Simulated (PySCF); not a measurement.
```xyz
17

C     2.3292    0.2839   -0.3392
O     1.5471   -0.7965    0.1279
C     0.2058   -0.4877    0.2768
C    -0.2505    0.5214    1.2565
C    -1.3800    1.1606    0.7869
C    -1.6894    0.6829   -0.4737
F    -2.6755    1.1368   -1.2584
C    -0.7795   -0.3807   -0.8901
C    -0.7733   -1.6071    0.0147
H     3.3408   -0.1000   -0.4519
H     1.9639    0.6483   -1.3050
H     2.3253    1.1133    0.3755
H     0.2408    0.6978    2.1934
H    -1.9353    1.9173    1.3099
H    -0.5283   -0.5164   -1.9307
H    -1.5925   -1.7534    0.7014
H    -0.3557   -2.5086   -0.4038
```

Geometry: GFN2-xTB.

Level of theory: UKS B3LYP, pcH-1 on C F H O, non-relativistic, mean-field spin-orbit, GIAO (PySCF 2.14.0, density-fitted response routines).

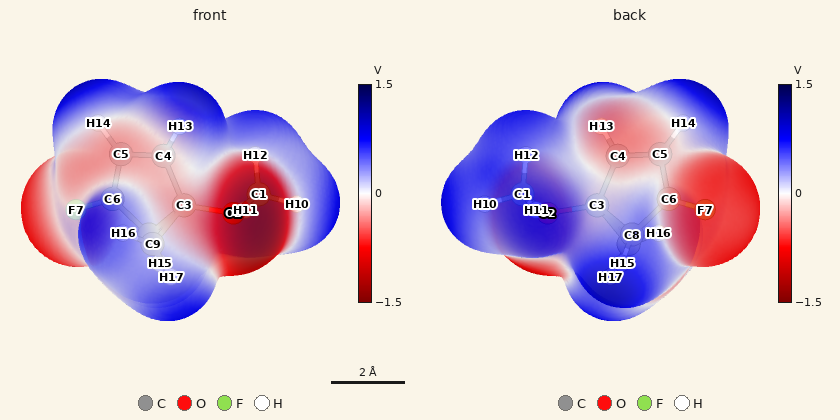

C7H8FO (doublet). The electrostatic potential painted on the density surface at 0.002 e/bohr³, seen from the front and from behind; the colour scale runs from red (negative) to blue (positive).

Question: Where is the surface potential most negative and most positive?

Answer: The most negative region (about −1.4 V) lies over O2, the most positive (about +1.0 V) over H13, H14 and H15. O2 is the likeliest acceptor of a hydrogen bond.
